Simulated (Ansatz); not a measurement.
# CBClFN: geometry optimisation

The task: find the minimum of CBClFN nearest to the start.

Computed with Ansatz 0.2.0. Level: RKS PBE0-D4/def2-SVPD.

1 further run of the same task is left out (set aside as unsound or not needed).

## 1. The starting structure

SMILES `N#CB(F)Cl`, 5 atoms, charge 0, spin multiplicity 1.

Atoms are counted from 1 here; the program's logs count them from 0.

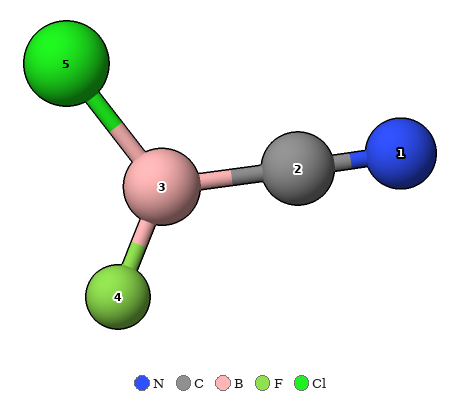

Start geometry, drawn with colours as in the key; atoms are numbered from 1 in the order of the file.

Coordinates:

```
N     1.6765   -0.8283    1.1203
C     0.7558   -0.4293    0.5155
B    -0.4475    0.1105   -0.2851
F    -1.4733   -0.6908   -0.5403
Cl   -0.4615    1.7641   -0.8517
```

## 2. Relaxation

Input file input.yaml:

```yaml
crystal:
  periodic: [false, false, false]
  atoms:
    - { symbol: "N", position_ang: [1.676492, -0.828288, 1.120256] }
    - { symbol: C, position_ang: [0.755776, -0.429276, 0.515497] }
    - { symbol: B, position_ang: [-0.447498, 0.110539, -0.285079] }
    - { symbol: F, position_ang: [-1.473339, -0.690798, -0.540327] }
    - { symbol: Cl, position_ang: [-0.461531, 1.764124, -0.851747] }
basis:
  gaussian: { orbitals: def2-SVPD }
hamiltonian:
  xc: pbe0
  dispersion: d4
output:
  forces: true
relax:
  f_tol: 0.003
  max_steps: 120
```

The run is started by

```
$ ansatz run input.yaml --threads 1 --pin off --max-ram 2560MiB --backend cpu --events-out ev --progress --plain --runs-dir out
```

Q: Predict the outcome of this session. Wanted: energy gained; root mean square move; dipole moment.

As calculated:

```
             quantity      value
        energy gained  0.0188 eV
root mean square move    0.011 Å
        dipole moment     2.10 D
```

What this shows: Bond lengths: N1–C2 1.158 Å, C2–B3 1.543 Å, B3–F4 1.312 Å, B3–Cl5 1.736 Å. Angles: N1–C2–B3 179.2°, C2–B3–F4 119.3°, C2–B3–Cl5 120.3°, F4–B3–Cl5 120.4°. No frequencies were computed here.
